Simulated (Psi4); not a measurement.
Intermolecular potential of HF ··· H4OSi (SMILES F and O[SiH3]), singlet. Monomers: optimised at B3LYP-D3(BJ) (def2-TZVP), held rigid. Orientation: lowest of the rigid-body minima from ten starts at GFN2-xTB. R is the distance of the centres of mass, along which the second monomer moves.

Calculation: SAPT0/jun-cc-pVDZ, frozen core (Psi4 1.11).

Components in kJ/mol:

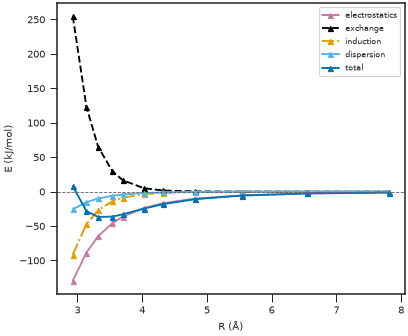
Components of the interaction energy.

```csv
R / Å,electrostatics,exchange,induction,dispersion,total
2.93,-129.49,254.25,-91.46,-25.74,7.56
3.14,-88.64,123.23,-47.41,-15.43,-28.25
3.32,-64.89,65.27,-27.20,-10.04,-36.86
3.54,-45.90,29.65,-14.07,-6.04,-36.35
3.70,-36.53,16.56,-8.87,-4.24,-33.08
4.03,-23.81,4.86,-3.64,-2.13,-24.72
4.32,-16.95,1.62,-1.78,-1.21,-18.32
4.82,-10.14,0.24,-0.61,-0.50,-11.02
5.54,-5.46,0.02,-0.19,-0.18,-5.80
6.55,-2.68,0.00,-0.05,-0.05,-2.79
7.81,-1.31,0.00,-0.02,-0.02,-1.34
```
